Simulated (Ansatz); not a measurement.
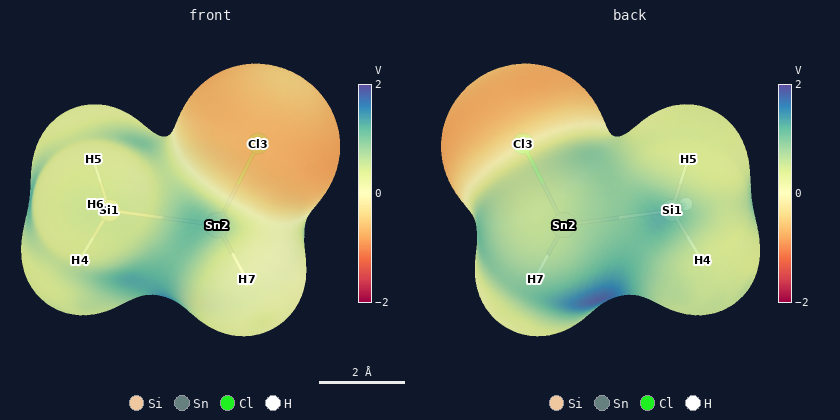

Figure 1: ClH4SiSn (doublet). The electrostatic potential painted on the density surface at 0.002 e/bohr³, seen from the front and from behind; red is negative and blue positive.

Geometry: PBE0-D4/def2-TZVP; core potentials replace the inner electrons of Sn.

The calculation used UKS PBE0-D4/def2-TZVPP (Ansatz).

```tsv
atom	x (Å)	y (Å)	z (Å)
Si	-0.9513	0.4695	-0.3807
Sn	0.9062	-1.2234	0.2556
Cl	2.9098	-0.1366	-0.3395
H	-2.2676	-0.1248	-0.0305
H	-0.8723	0.6921	-1.8451
H	-0.7645	1.7533	0.3446
H	1.1008	-1.4981	1.9500
```

Q: Describe the electrostatic potential map.

A: The most negative region (about −0.8 V) lies over Cl3, the most positive (about +1.8 V) over Sn2.
